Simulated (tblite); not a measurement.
**Saddle-point search, with input and output: C$_{4}$H$_{12}$N$_{2}$Si**

System: C$_{4}$H$_{12}$N$_{2}$Si.
Method: GFN2-xTB saddle search (eigenvector following) and harmonic vibrations, gas phase (tblite 0.8.0).

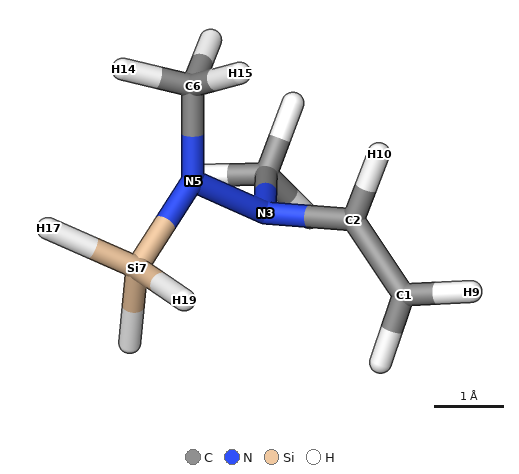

*The input geometry (stick view, seen at a tilt; atoms are numbered from 1 in the order of the input).*

Bond lengths as drawn: C–C 1.32 Å, C–H 1.08 to 1.10 Å, C–N 1.42 to 1.45 Å, H–Si 1.46 to 1.47 Å, N–N 1.41 Å and N–Si 1.72 Å.

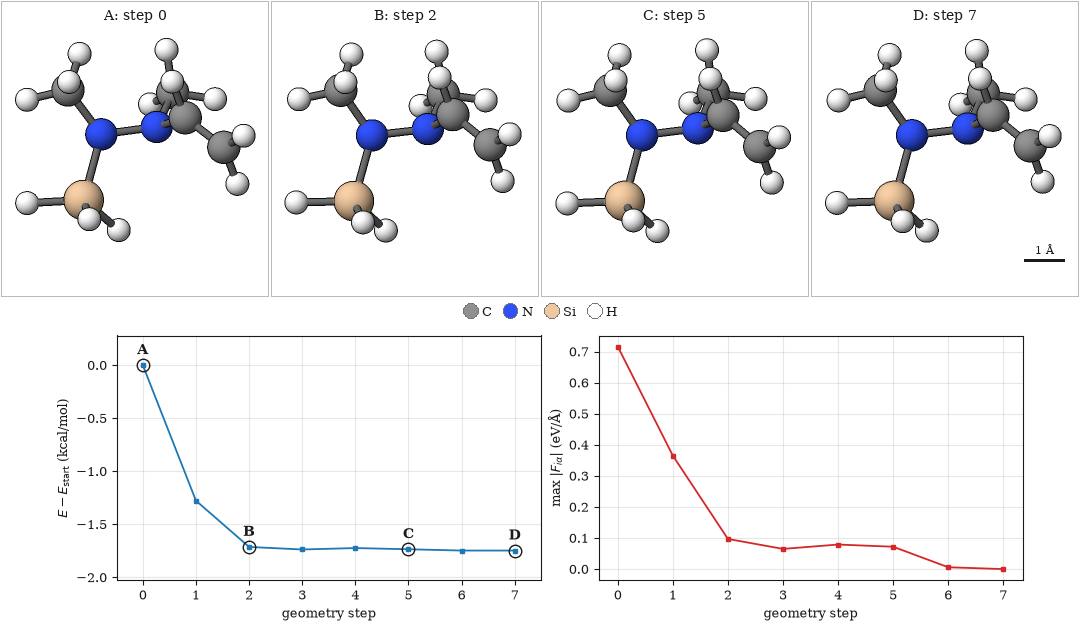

*Frames of the saddle-point search (ball-and-stick view, seen at a tilt) above the curves, on which the letters mark them (steps are counted from 0).*

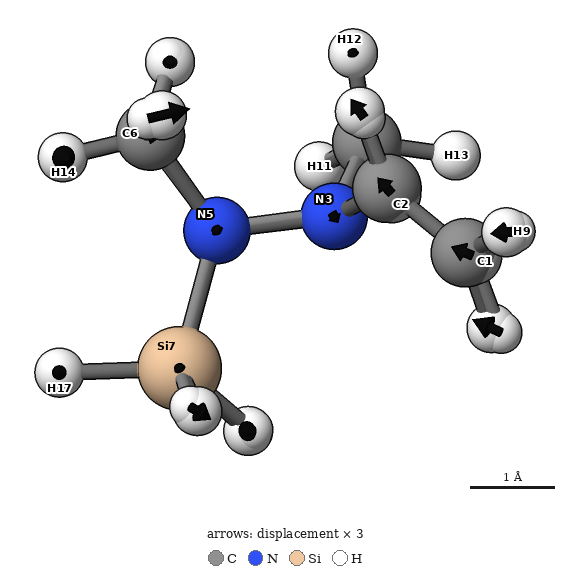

*Start (faint) and end (solid) with the displacements as black arrows, magnified 3 times (ball-and-stick view, seen at a tilt). The two geometries are laid on each other by the best rigid fit.*

The energy falls by 1.75 kcal/mol in 7 geometry steps. Largest force component: 0.72 eV/Å at the start, under 0.0001 eV/Å at the end. The largest move after the best rigid fit is that of H15, 0.18 Å. Largest moves by element: H 0.18 Å, C 0.10 Å, N 0.05 Å, Si 0.03 Å. Among the contacts that change: C2–H10 1.086 → 1.091 Å, N3–N5 1.407 → 1.412 Å. Among the angles that change: C1–C2–N3 127.3° → 121.1°, N3–C2–H10 112.5° → 117.6°, C2–N3–N5 116.6° → 113.9°. (Atoms are counted from 1 in the order of the input.)

These pictures come from the run below.

## Input
```
{"job": {"xc": "GFN2-xTB", "basis": "xTB", "kind": "saddle"}, "charge": 0, "multiplicity": 1}
C     -1.943065    -0.621170     1.028106
C     -1.323167     0.512223     0.749448
N     -0.332880     0.731015    -0.250979
C      1.017073     0.836120     0.262324
N     -0.644875     1.668052    -1.252856
C     -0.739586     3.069525    -0.912689
Si    -1.455290     0.966819    -2.603368
H     -1.777961    -1.531144     0.477292
H     -2.653741    -0.679309     1.835179
H     -1.545612     1.411306     1.316681
H      1.692340     0.950840    -0.584164
H      1.167606     1.672341     0.960234
H      1.252372    -0.090984     0.784920
H     -0.670411     3.640409    -1.836606
H     -1.686076     3.326746    -0.423286
H      0.087936     3.360556    -0.263593
H     -1.284611     1.927411    -3.695705
H     -0.774576    -0.302482    -2.822757
H     -2.898738     0.741207    -2.412758
```

The first line tells a small driver script what to run in tblite; the rest is the geometry in Å.

Run as:
```bash
OMP_NUM_THREADS=1 python <driver script> task.json out
```

## Output
```
step      E/eV     max force
  0    -604.54808   0.7667
  1    -604.60345   0.3828
  2    -604.62237   0.1205
  3    -604.62341   0.0748
  4    -604.62283   0.0938
  5    -604.62332   0.0805
  6    -604.62385   0.0066
  7    -604.62385   0.0000
lowest wavenumbers (cm-1): -122.8 57.1 104.0 133.3 173.5 192.4
```

## Trajectory as extended XYZ (Å, eV, eV/Å), 6 of the 8 frames kept, from step=0 to step=7
```
19
Properties=species:S:1:pos:R:3:forces:R:3 step=0 energy=-604.54808
C    -1.9431   -0.6212    1.0281    0.2340   0.1060  -0.2560
C    -1.3232    0.5122    0.7494    0.1300   0.4940   0.0380
N    -0.3329    0.7310   -0.2510   -0.0670  -0.7160  -0.2660
C     1.0171    0.8361    0.2623   -0.0950  -0.0600   0.0200
N    -0.6449    1.6681   -1.2529   -0.0280  -0.1200   0.0130
C    -0.7396    3.0695   -0.9127   -0.0160  -0.0070   0.0880
Si   -1.4553    0.9668   -2.6034    0.0110  -0.0240   0.0080
H    -1.7780   -1.5311    0.4773    0.1430   0.0470  -0.0320
H    -2.6537   -0.6793    1.8352   -0.0120   0.0700  -0.0450
H    -1.5456    1.4113    1.3167   -0.2590   0.1300   0.3110
H     1.6923    0.9508   -0.5842   -0.0210   0.0140   0.0060
H     1.1676    1.6723    0.9602   -0.0150   0.0410   0.0220
H     1.2524   -0.0910    0.7849    0.0100   0.0100  -0.0070
H    -0.6704    3.6404   -1.8366   -0.0070  -0.0150   0.0200
H    -1.6861    3.3267   -0.4233    0.0010   0.0090   0.0620
H     0.0879    3.3606   -0.2636   -0.0100   0.0070   0.0170
H    -1.2846    1.9274   -3.6957   -0.0010   0.0060  -0.0020
H    -0.7746   -0.3025   -2.8228    0.0000   0.0070  -0.0030
H    -2.8987    0.7412   -2.4128    0.0030   0.0010   0.0030
19
Properties=species:S:1:pos:R:3:forces:R:3 step=1 energy=-604.60345
C    -1.9474   -0.5763    1.0220    0.1250   0.0550  -0.1400
C    -1.3187    0.5527    0.7535    0.0880   0.2660   0.0020
N    -0.3349    0.7016   -0.2644   -0.0520  -0.3650  -0.1030
C     1.0114    0.8243    0.2600   -0.0490  -0.0380   0.0060
N    -0.6396    1.6508   -1.2609   -0.0240  -0.0570   0.0050
C    -0.7470    3.0438   -0.8908   -0.0230   0.0290   0.0400
Si   -1.4451    0.9554   -2.6169    0.0050  -0.0150  -0.0020
H    -1.7661   -1.4761    0.4600    0.0770   0.0300  -0.0130
H    -2.6676   -0.6412    1.8197   -0.0060   0.0400  -0.0280
H    -1.5255    1.4575    1.3225   -0.1400   0.0580   0.1640
H     1.6910    0.9473   -0.5815   -0.0080   0.0080   0.0040
H     1.1442    1.6636    0.9582   -0.0090   0.0170   0.0080
H     1.2538   -0.0994    0.7850    0.0060   0.0060  -0.0040
H    -0.7440    3.6313   -1.8086   -0.0060  -0.0420   0.0740
H    -1.6707    3.2717   -0.3412    0.0610  -0.0080  -0.0040
H     0.1108    3.3437   -0.2835   -0.0450   0.0030  -0.0140
H    -1.2959    1.9378   -3.6935   -0.0030  -0.0020   0.0040
H    -0.7390   -0.2962   -2.8597   -0.0050   0.0120  -0.0010
H    -2.8829    0.6974   -2.4245    0.0080   0.0020   0.0010
19
Properties=species:S:1:pos:R:3:forces:R:3 step=3 energy=-604.62341
C    -1.9506   -0.5257    1.0062   -0.0080  -0.0090  -0.0010
C    -1.3088    0.6003    0.7645   -0.0120  -0.0160   0.0060
N    -0.3342    0.6822   -0.2658    0.0140   0.0000  -0.0050
C     1.0151    0.8086    0.2532    0.0020   0.0000  -0.0010
N    -0.6334    1.6348   -1.2639   -0.0060   0.0060  -0.0020
C    -0.7648    3.0187   -0.8684   -0.0140   0.0450  -0.0070
Si   -1.4353    0.9419   -2.6231    0.0010   0.0120   0.0170
H    -1.7478   -1.4094    0.4256   -0.0040   0.0180   0.0130
H    -2.6881   -0.6036    1.7869    0.0090   0.0000  -0.0130
H    -1.5064    1.5024    1.3455   -0.0020   0.0000   0.0060
H     1.6915    0.9283   -0.5911    0.0020   0.0010   0.0000
H     1.1480    1.6533    0.9450    0.0000  -0.0010   0.0000
H     1.2607   -0.1113    0.7827   -0.0010   0.0010   0.0000
H    -0.8013    3.6211   -1.7753    0.0020  -0.0370   0.0650
H    -1.6782    3.2148   -0.2895    0.0620  -0.0070  -0.0370
H     0.1010    3.3304   -0.2778   -0.0420   0.0010  -0.0230
H    -1.2978    1.9338   -3.6903    0.0030   0.0210  -0.0180
H    -0.7156   -0.2969   -2.8770    0.0200  -0.0310  -0.0070
H    -2.8674    0.6660   -2.4319   -0.0280  -0.0060   0.0060
19
Properties=species:S:1:pos:R:3:forces:R:3 step=4 energy=-604.62283
C    -1.9466   -0.5395    0.9924   -0.0040   0.0000   0.0000
C    -1.3088    0.5906    0.7590    0.0030  -0.0110  -0.0130
N    -0.3275    0.6800   -0.2663   -0.0020   0.0290   0.0360
C     1.0157    0.8228    0.2649    0.0010  -0.0040  -0.0070
N    -0.6301    1.6309   -1.2653    0.0100  -0.0180  -0.0080
C    -0.7482    3.0190   -0.8786    0.0200  -0.0550   0.0090
Si   -1.4546    0.9406   -2.6125    0.0010  -0.0060  -0.0160
H    -1.7351   -1.4197    0.4101   -0.0030   0.0130   0.0080
H    -2.6891   -0.6248    1.7674    0.0060   0.0040  -0.0100
H    -1.5140    1.4903    1.3414    0.0010  -0.0020  -0.0030
H     1.6979    0.9572   -0.5728   -0.0020   0.0000   0.0040
H     1.1309    1.6651    0.9636   -0.0030  -0.0130  -0.0100
H     1.2696   -0.0969    0.7908   -0.0010   0.0030  -0.0010
H    -0.7570    3.6136   -1.7854   -0.0080   0.0500  -0.0790
H    -1.6649    3.2330   -0.3212   -0.0760   0.0030   0.0490
H     0.1067    3.3242   -0.2748    0.0500   0.0000   0.0270
H    -1.3161    1.9291   -3.6863   -0.0040  -0.0160   0.0150
H    -0.7509   -0.3106   -2.8668   -0.0120   0.0210   0.0020
H    -2.8910    0.6847   -2.4042    0.0200   0.0010  -0.0030
19
Properties=species:S:1:pos:R:3:forces:R:3 step=6 energy=-604.62385
C    -1.9524   -0.5302    0.9990    0.0030   0.0050  -0.0010
C    -1.3156    0.5989    0.7580   -0.0020  -0.0060   0.0010
N    -0.3335    0.6840   -0.2657    0.0000   0.0010   0.0020
C     1.0129    0.8108    0.2603    0.0000   0.0010  -0.0010
N    -0.6299    1.6364   -1.2648   -0.0030  -0.0030  -0.0050
C    -0.7504    3.0227   -0.8736    0.0000  -0.0010   0.0000
Si   -1.4413    0.9394   -2.6167    0.0000   0.0020   0.0040
H    -1.7384   -1.4150    0.4254    0.0000   0.0020   0.0010
H    -2.6963   -0.6092    1.7728    0.0010   0.0010  -0.0010
H    -1.5255    1.5022    1.3329    0.0000  -0.0020  -0.0010
H     1.6938    0.9333   -0.5802   -0.0030   0.0000   0.0030
H     1.1409    1.6541    0.9548    0.0000  -0.0030  -0.0030
H     1.2568   -0.1101    0.7889    0.0000   0.0010   0.0000
H    -0.7968    3.6198   -1.7806    0.0000   0.0000   0.0000
H    -1.6528    3.2252   -0.2843    0.0000   0.0000   0.0000
H     0.1228    3.3348   -0.2968    0.0000   0.0000   0.0000
H    -1.3340    1.9411   -3.6799    0.0000   0.0000   0.0010
H    -0.7061   -0.2886   -2.8898    0.0000   0.0010   0.0000
H    -2.8675    0.6399   -2.4043    0.0030   0.0010  -0.0010
19
Properties=species:S:1:pos:R:3:forces:R:3 step=7 energy=-604.62385
C    -1.9525   -0.5296    1.0001    0.0000   0.0000   0.0000
C    -1.3155    0.5991    0.7586    0.0000   0.0000   0.0000
N    -0.3341    0.6839   -0.2656    0.0000   0.0000   0.0000
C     1.0126    0.8102    0.2595    0.0000   0.0000   0.0000
N    -0.6306    1.6363   -1.2647    0.0000   0.0000   0.0000
C    -0.7513    3.0225   -0.8732    0.0000   0.0000   0.0000
Si   -1.4404    0.9396   -2.6173    0.0000   0.0000   0.0000
H    -1.7393   -1.4144    0.4263    0.0000   0.0000   0.0000
H    -2.6957   -0.6083    1.7746    0.0000   0.0000   0.0000
H    -1.5245    1.5023    1.3340    0.0000   0.0000   0.0000
H     1.6929    0.9322   -0.5814    0.0000   0.0000   0.0000
H     1.1414    1.6535    0.9537    0.0000   0.0000   0.0000
H     1.2566   -0.1106    0.7882    0.0000   0.0000   0.0000
H    -0.7977    3.6199   -1.7802    0.0000   0.0000   0.0000
H    -1.6539    3.2249   -0.2840    0.0000   0.0000   0.0000
H     0.1218    3.3348   -0.2962    0.0000   0.0000   0.0000
H    -1.3325    1.9418   -3.6800    0.0000   0.0000   0.0000
H    -0.7043   -0.2879   -2.8903    0.0000   0.0000   0.0000
H    -2.8664    0.6393   -2.4065    0.0000   0.0000   0.0000
```

## Results in brief

```tsv
quantity	value
outcome	converged
total energy	−604.6239 eV
point group	C1
hardware	1 CPU thread, shared host
wall time	6.3 s
peak memory	0.2 GiB
```
